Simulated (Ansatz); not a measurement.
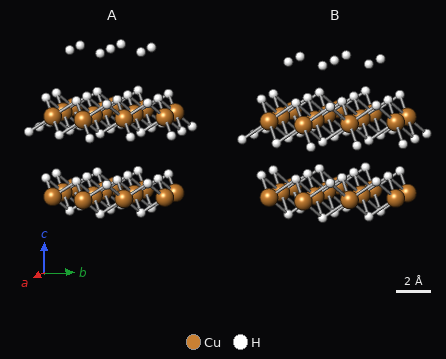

Two geometries of a crystal of CuH2 (a generated structure, set up in P-3m1), drawn at one scale. One is the start of a relaxation, the other its converged end. Style: ball-and-stick. Shown: the atoms within 5.8 Å of the atom that moves most (axes of the cell of the calculation), slightly off an axis.

Computed with DFT, PBE, PAW with Ansatz's default frozen-core files, scalar-relativistic in Ansatz 0.2.0. (plane-wave cutoff 420 eV; k-point mesh 14 × 14 × 8; occupations fermi dirac; smearing width 0.05 eV; no spin polarisation; cell and atoms relaxed; force threshold 0.005 eV/Å; at most 80 steps)

Question: Which geometry has the lower energy?

Answer: Structure A is the relaxed one. Case: cell and atoms relaxed from a first guess. After 11 accepted moves (13 points after the start) the energy has fallen by 292 meV per atom. Largest force component: 1.1 eV/Å at the start, under 0.0001 eV/Å at the end. Pressure: −18.01 GPa at the start and 0.00 GPa at the end. At 2 points the geometry stayed and the basis and grid were re-selected for the new cell (energy shift of 1.5 meV per atom at most each time). The largest moves relative to the cell, 0.25 Å, are those of H atoms. Cu stays in place. Cell: a = b 2.888 → 2.558 Å (−11.4 %), c 4.621 → 4.873 Å (+5.5 %). Volume −17.3 %. Among the contacts that change: Cu–Cu 2.888 → 2.558 Å, Cu–H 2.028 → 1.768 Å. The space group stays P-3m1 (No. 164).
